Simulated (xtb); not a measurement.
Geometry relaxation, with input and output: Al3N3H3F3 (part 1 of 4)

Al3N3H3F3 ((FAlNH)3 ring), computed with GFN2-xTB (xtb 6.7.1 later snapshot).

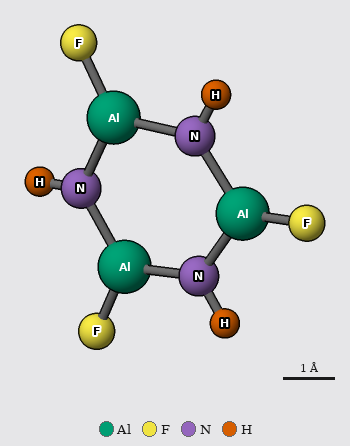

Figure 1. The starting structure (ball-and-stick view, seen at a tilt). Sticks mark near contacts. Bond lengths as drawn: Al–F 1.55 to 1.63 Å, Al–N 1.77 to 1.88 Å and H–N 0.93 to 1.06 Å.

Key numbers

- outcome: converged
- electrons treated: 48
- total energy: −28.125974 hartree
- dispersion energy: −0.008560 hartree
- basis functions: 57
- HOMO: −11.17 eV
- LUMO: −7.93 eV
- zero-point energy: 0.050926 hartree
- dipole moment: 0.01 D
- wavenumbers, lowest and highest: 56 and 3319 cm⁻¹
- hardware: 1 thread of Arm Neoverse V1, 24 GiB of memory available, shared host
- wall time: 0.86 s
- peak memory: 0.074 GiB

Remarks

Settings chosen away from the usual ones: method = gfn2-xtb; task = optfreq; opt_level = normal; x = {}; partner = base.

Input file (geom.xyz)
```
12
Al3F3H3N3
Al    -0.193400    -1.654180    -0.833810
F     -0.505330    -2.995030    -1.644860
N      1.435510    -1.057470    -0.485110
Al     1.724000     0.563250     0.359870
F      3.210720     1.004390     0.849460
N      0.164720     1.509840     0.795050
Al    -1.523920     0.997400     0.482650
F     -2.712260     1.928510     0.818500
N     -1.550380    -0.542240    -0.433210
H      2.189640    -1.540500    -0.748510
H      0.324810     2.351680     1.371910
H     -2.547260    -0.805840    -0.691920
```

Launched with:
```bash
xtb geom.xyz --gfn 2 --ohess normal | tee geom.out
```

The program's output
```
* xtb version 6.7.1
   ID    Z sym.   atoms
    1   13 Al     1, 4, 7
    2    9 F      2, 5, 8
    3    7 N      3, 6, 9
    4    1 H      10-12

           -------------------------------------------------
          |                Calculation Setup                |
           -------------------------------------------------

          program call               : xtb geom.xyz --gfn 2 --ohess normal
          coordinate file            : geom.xyz
          omp threads                :                     1

molecular fragmentation (1/2 indicates fragments):
111111122112
# atoms in fragment 1/2:     9     3
 fragment masses (1/2) :      148.97       34.01
CMA distance (Bohr)    :   5.585
constraining FC (au)   :  0.0500

           -------------------------------------------------
          |                 G F N 2 - x T B                 |
           -------------------------------------------------

      * Hamiltonian:
        H0-scaling (s, p, d)           1.850000    2.230000    2.230000
        zeta-weighting                 0.500000
      * Dispersion:
        s8                             2.700000
        a1                             0.520000
        a2                             5.000000
        s9                             5.000000
      * Repulsion:
        kExp                           1.500000    1.000000
        rExp                           1.000000
      * Coulomb:
        alpha                          2.000000
        third order                    shell-resolved
        anisotropic                    true
        a3                             3.000000
        a5                             4.000000
        cn-shift                       1.200000
        cn-exp                         4.000000
        max-rad                        5.000000

          ...................................................
          :                      SETUP                      :
          :.................................................:
          :  # basis functions                  57          :
          :  # atomic orbitals                  54          :
          :  # shells                           24          :
          :  # electrons                        48          :
          :  max. iterations                   250          :
          :  Hamiltonian                  GFN2-xTB          :
          :  restarted?                      false          :
          :  GBSA solvation                  false          :
          :  PC potential                    false          :
          :  electronic temp.          300.0000000     K    :
          :  accuracy                    1.0000000          :
          :  -> integral cutoff          0.2500000E+02      :
          :  -> integral neglect         0.1000000E-07      :
          :  -> SCF convergence          0.1000000E-05 Eh   :
          :  -> wf. convergence          0.1000000E-03 e    :
          :  Broyden damping             0.4000000          :
          :  net charge                          0          :
          :  unpaired electrons                  0          :
          ...................................................

 iter      E             dE          RMSdq      gap      omega  full diag
   1    -28.2238151 -0.282238E+02  0.196E+01    3.59       0.0  T
   2    -28.2850672 -0.612521E-01  0.970E+00    3.40       1.0  T
   3    -28.2837925  0.127467E-02  0.305E+00    2.68       1.0  T
   4    -28.3069383 -0.231458E-01  0.111E+00    2.95       1.0  T
   5    -28.3073683 -0.429959E-03  0.488E-01    3.11       1.0  T
   6    -28.3079120 -0.543722E-03  0.210E-01    3.03       1.0  T
   7    -28.3079379 -0.259352E-04  0.728E-02    3.04       1.0  T
   8    -28.3079445 -0.656197E-05  0.474E-02    3.04       1.0  T
   9    -28.3079460 -0.153829E-05  0.135E-02    3.04       2.1  T
  10    -28.3079462 -0.175592E-06  0.438E-03    3.04       6.6  T
  11    -28.3079463 -0.319569E-07  0.151E-03    3.04      19.2  T
  12    -28.3079463 -0.532062E-09  0.828E-04    3.04      34.9  T
  13    -28.3079463 -0.178566E-09  0.412E-04    3.04      70.1  T

   *** convergence criteria satisfied after 13 iterations ***

         #    Occupation            Energy/Eh            Energy/eV
      -------------------------------------------------------------
         1        2.0000           -0.8142791             -22.1577
       ...           ...                  ...                  ...
        18        2.0000           -0.4753635             -12.9353
        19        2.0000           -0.4474814             -12.1766
        20        2.0000           -0.4439545             -12.0806
        21        2.0000           -0.4099199             -11.1545
        22        2.0000           -0.4086992             -11.1213
        23        2.0000           -0.4025318             -10.9534
        24        2.0000           -0.3994469             -10.8695 (HOMO)
        25                         -0.2875995              -7.8260 (LUMO)
        26                         -0.2393079              -6.5119
        27                         -0.2299408              -6.2570
        28                         -0.1398563              -3.8057
        29                         -0.1264042              -3.4396
       ...                                ...                  ...
        54                          1.3548231              36.8666
      -------------------------------------------------------------
                  HL-Gap            0.1118474 Eh            3.0435 eV
             Fermi-level           -0.3435232 Eh           -9.3477 eV

 SCC (total)                   0 d,  0 h,  0 min,  0.013 sec
 SCC setup                      ...        0 min,  0.000 sec (  0.616%)
 Dispersion                     ...        0 min,  0.000 sec (  1.521%)
 classical contributions        ...        0 min,  0.000 sec (  0.072%)
 integral evaluation            ...        0 min,  0.002 sec ( 13.574%)
 iterations                     ...        0 min,  0.008 sec ( 57.511%)
 molecular gradient             ...        0 min,  0.003 sec ( 25.605%)
 printout                       ...        0 min,  0.000 sec (  1.000%)

         :::::::::::::::::::::::::::::::::::::::::::::::::::::
         ::                     SUMMARY                     ::
         :::::::::::::::::::::::::::::::::::::::::::::::::::::
         :: total energy             -28.102908713977 Eh    ::
         :: gradient norm              0.182163286565 Eh/a0 ::
         :: HOMO-LUMO gap              3.043522015242 eV    ::
         ::.................................................::
         :: SCC energy               -28.307932109195 Eh    ::
         :: -> isotropic ES            0.156493011177 Eh    ::
         :: -> anisotropic ES          0.011396959396 Eh    ::
         :: -> anisotropic XC         -0.004820397127 Eh    ::
         :: -> dispersion             -0.008611607962 Eh    ::
         :: repulsion energy           0.205023395218 Eh    ::
         :: add. restraining           0.000000000000 Eh    ::
         :: total charge              -0.000000000000 e     ::
         :::::::::::::::::::::::::::::::::::::::::::::::::::::

      -----------------------------------------------------------
     |                   =====================                   |
     |                        A N C O P T                        |
     |                   =====================                   |
     |               Approximate Normal Coordinate               |
     |                Rational Function Optimizer                |
      -----------------------------------------------------------

          ...................................................
          :                      SETUP                      :
          :.................................................:
          :   optimization level            normal          :
          :   max. optcycles                   200          :
          :   ANC micro-cycles                  20          :
          :   degrees of freedom                30          :
          :.................................................:
          :   RF solver                   davidson          :
          :   write xtbopt.log                true          :
          :   linear?                        false          :
          :   energy convergence         0.5000000E-05 Eh   :
          :   grad. convergence          0.1000000E-02 Eh/α :
          :   maximum RF displ.          1.0000000          :
          :   Hlow (freq-cutoff)         0.1000000E-01      :
          :   Hmax (freq-cutoff)         5.0000000          :
          :   S6 in model hess.         20.0000000          :
          ...................................................

generating ANC from exact Hessian ...
Using Lindh-Hessian (1995)
 Shifting diagonal of input Hessian by    8.5114363854027590E-003
 Lowest  eigenvalues of input Hessian
    0.000000    0.000000    0.000000    0.000000    0.000000    0.000000
    0.010000    0.011104    0.011275    0.021966    0.031066    0.033802
    0.046015    0.047535    0.058297    0.067076    0.074497    0.077938
 Highest eigenvalues
    1.255942    1.315967    1.585837    1.638009    1.876434    2.134938

........................................................................
.............................. CYCLE    1 ..............................
........................................................................

 iter      E             dE          RMSdq      gap      omega  full diag
   1    -28.3079463 -0.283079E+02  0.198E-04    3.04       0.0  T
   2    -28.3079463 -0.957492E-10  0.997E-05    3.04     289.5  T
   3    -28.3079463 -0.229008E-10  0.597E-05    3.04     483.9  T
     SCC iter.                  ...        0 min,  0.002 sec
     gradient                   ...        0 min,  0.003 sec
 * total energy  :   -28.1029087 Eh     change       -0.3846736E-09 Eh
   gradient norm :     0.1821634 Eh/α   predicted     0.0000000E+00 (-100.00%)
   displ. norm   :     0.2558243 α      lambda       -0.2664503E-01
   maximum displ.:     0.1409319 α      in ANC's #5, #22, #6, ...

........................................................................
.............................. CYCLE    2 ..............................
........................................................................

 iter      E             dE          RMSdq      gap      omega  full diag
   1    -28.3057818 -0.283058E+02  0.113E+00    3.10       0.0  T
   2    -28.3064507 -0.668906E-03  0.678E-01    3.15       1.0  T
   3    -28.3064784 -0.276676E-04  0.452E-01    3.17       1.0  T
   4    -28.3064532  0.251332E-04  0.224E-01    3.18       1.0  T
   5    -28.3065267 -0.734519E-04  0.424E-02    3.18       1.0  T
   6    -28.3065277 -0.101639E-05  0.178E-02    3.18       1.6  T
   7    -28.3065277 -0.459145E-07  0.620E-03    3.18       4.7  T
   8    -28.3065278 -0.400433E-07  0.390E-03    3.18       7.4  T
   9    -28.3065278 -0.119950E-07  0.132E-03    3.18      21.8  T
  10    -28.3065278 -0.198285E-08  0.350E-04    3.18      82.6  T
  11    -28.3065278 -0.408136E-10  0.908E-05    3.18     317.8  T
     SCC iter.                  ...        0 min,  0.006 sec
     gradient                   ...        0 min,  0.003 sec
 * total energy  :   -28.1206374 Eh     change       -0.1772872E-01 Eh
   gradient norm :     0.0736129 Eh/α   predicted    -0.1419442E-01 ( -19.94%)
   displ. norm   :     0.2168265 α      lambda       -0.7800950E-02
   maximum displ.:     0.1014939 α      in ANC's #3, #4, #13, ...

........................................................................
.............................. CYCLE    3 ..............................
........................................................................

 iter      E             dE          RMSdq      gap      omega  full diag
   1    -28.3051264 -0.283051E+02  0.100E+00    3.18       0.0  T
   2    -28.3054478 -0.321434E-03  0.654E-01    3.21       1.0  T
   3    -28.3054629 -0.150565E-04  0.323E-01    3.22       1.0  T
   4    -28.3054520  0.109423E-04  0.161E-01    3.24       1.0  T
   5    -28.3054783 -0.263562E-04  0.447E-02    3.24       1.0  T
   6    -28.3054792 -0.893382E-06  0.139E-02    3.23       2.1  T
   7    -28.3054792 -0.385597E-07  0.462E-03    3.23       6.2  T
   8    -28.3054793 -0.182873E-07  0.268E-03    3.23      10.8  T
   9    -28.3054793 -0.304273E-08  0.103E-03    3.23      28.0  T
  10    -28.3054793 -0.303853E-09  0.397E-04    3.23      72.6  T
  11    -28.3054793 -0.471161E-10  0.993E-05    3.23     290.6  T
     SCC iter.                  ...        0 min,  0.006 sec
     gradient                   ...        0 min,  0.003 sec
 * total energy  :   -28.1251223 Eh     change       -0.4484834E-02 Eh
   gradient norm :     0.0214019 Eh/α   predicted    -0.4083850E-02 (  -8.94%)
   displ. norm   :     0.1132966 α      lambda       -0.8507195E-03
   maximum displ.:     0.0665695 α      in ANC's #4, #2, #5, ...

........................................................................
.............................. CYCLE    4 ..............................
........................................................................

 iter      E             dE          RMSdq      gap      omega  full diag
   1    -28.3037443 -0.283037E+02  0.416E-01    3.22       0.0  T
   2    -28.3038290 -0.846600E-04  0.272E-01    3.24       1.0  T
   3    -28.3038322 -0.321188E-05  0.134E-01    3.24       1.0  T
   4    -28.3038304  0.176340E-05  0.783E-02    3.24       1.0  T
   5    -28.3038339 -0.352023E-05  0.195E-02    3.24       1.5  T
   6    -28.3038340 -0.834293E-07  0.835E-03    3.24       3.5  T
   7    -28.3038341 -0.221561E-07  0.207E-03    3.24      14.0  T
   8    -28.3038341 -0.113720E-08  0.121E-03    3.24      23.8  T
   9    -28.3038341 -0.714287E-09  0.325E-04    3.24      88.7  T
  10    -28.3038341 -0.168328E-10  0.118E-04    3.24     245.5  T
     SCC iter.                  ...        0 min,  0.006 sec
     gradient                   ...        0 min,  0.003 sec
 * total energy  :   -28.1256612 Eh     change       -0.5388922E-03 Eh
   gradient norm :     0.0115526 Eh/α   predicted    -0.4308204E-03 ( -20.05%)
   displ. norm   :     0.0786720 α      lambda       -0.3350368E-03
   maximum displ.:     0.0318186 α      in ANC's #5, #8, #2, ...

........................................................................
.............................. CYCLE    5 ..............................
........................................................................

 iter      E             dE          RMSdq      gap      omega  full diag
   1    -28.3023407 -0.283023E+02  0.302E-01    3.23       0.0  T
   2    -28.3023753 -0.346028E-04  0.223E-01    3.24       1.0  T
   3    -28.3023771 -0.176556E-05  0.110E-01    3.24       1.0  T
   4    -28.3023757  0.141874E-05  0.637E-02    3.24       1.0  T
   5    -28.3023782 -0.253294E-05  0.160E-02    3.24       1.8  T
   6    -28.3023783 -0.996679E-07  0.666E-03    3.24       4.3  T
   7    -28.3023783 -0.930755E-08  0.167E-03    3.24      17.3  T
   8    -28.3023783 -0.159658E-08  0.962E-04    3.24      30.0  T
   9    -28.3023783 -0.141934E-09  0.232E-04    3.24     124.5  T
     SCC iter.                  ...        0 min,  0.005 sec
     gradient                   ...        0 min,  0.003 sec
 * total energy  :   -28.1258543 Eh     change       -0.1931653E-03 Eh
   gradient norm :     0.0061133 Eh/α   predicted    -0.1685547E-03 ( -12.74%)
   displ. norm   :     0.0427314 α      lambda       -0.8381447E-04
   maximum displ.:     0.0194325 α      in ANC's #1, #3, #15, ...

........................................................................
.............................. CYCLE    6 ..............................
........................................................................

 iter      E             dE          RMSdq      gap      omega  full diag
   1    -28.3019120 -0.283019E+02  0.153E-01    3.24       0.0  T
   2    -28.3019142 -0.213530E-05  0.114E-01    3.24       1.0  T
   3    -28.3019141  0.360699E-07  0.347E-02    3.24       1.0  T
   4    -28.3019143 -0.182454E-06  0.165E-02    3.24       1.7  T
   5    -28.3019145 -0.136523E-06  0.641E-03    3.24       4.5  T
   6    -28.3019145 -0.932738E-08  0.350E-03    3.24       8.2  T
   7    -28.3019145 -0.251940E-08  0.865E-04    3.24      33.4  T
   8    -28.3019145 -0.724221E-10  0.417E-04    3.24      69.2  T
     SCC iter.                  ...        0 min,  0.005 sec
     gradient                   ...        0 min,  0.003 sec
 * total energy  :   -28.1259108 Eh     change       -0.5645630E-04 Eh
   gradient norm :     0.0025596 Eh/α   predicted    -0.4198255E-04 ( -25.64%)
   displ. norm   :     0.0472568 α      lambda       -0.4410731E-04
   maximum displ.:     0.0236584 α      in ANC's #1, #3, #4, ...
```
